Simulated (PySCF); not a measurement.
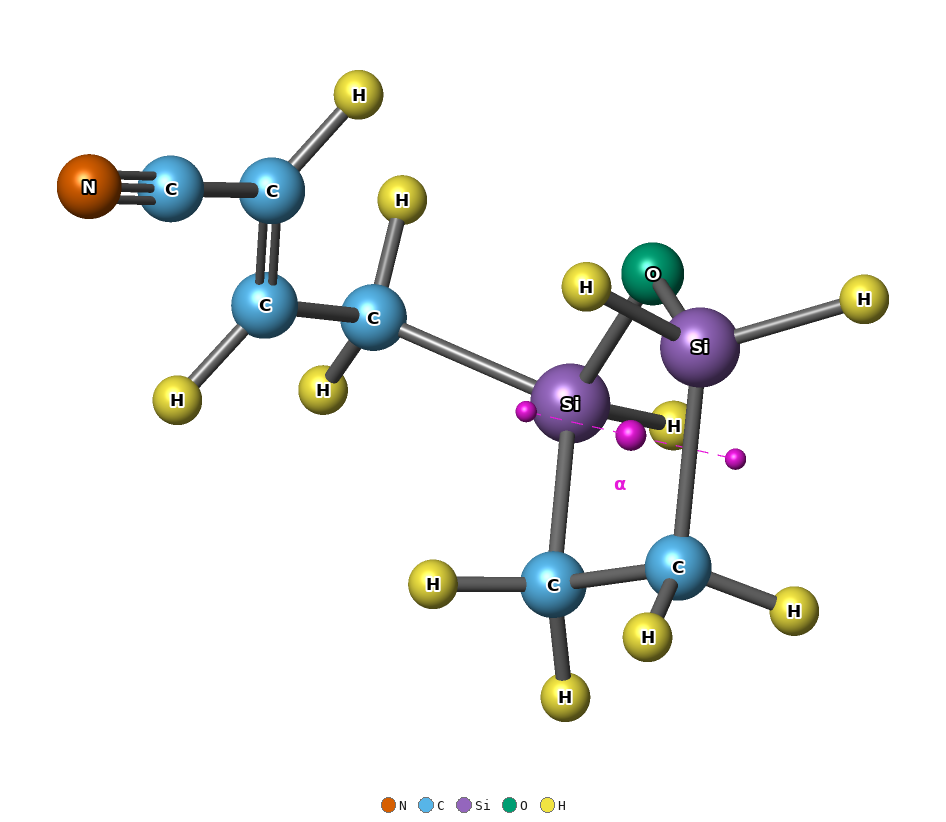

The small points mark where nucleus-independent chemical shifts (NICS) were computed: at the centre of each lettered ring and 1 Å above and below it. The computed structure is the end point of a PBE0-D3(BJ)/def2-SVP optimisation. No frequency run is at hand to confirm it as a minimum. Method: GIAO PBE0/pcSseg-1 NMR shielding, non-relativistic, IEF-PCM dichloromethane (PySCF 2.14.0).

Give NICS(0), NICS(1) and the out-of-plane component NICS(1)zz for each ring (means of the two sides).

```csv
ring,members,NICS(0),NICS(1),NICS(1)zz
α,C2OSi2,−5.4,−3.2,−3.2
```

Values in ppm.

> What do the values say about the ring currents?

Ring α: weak, as in a non-aromatic ring. NICS is one index among several.
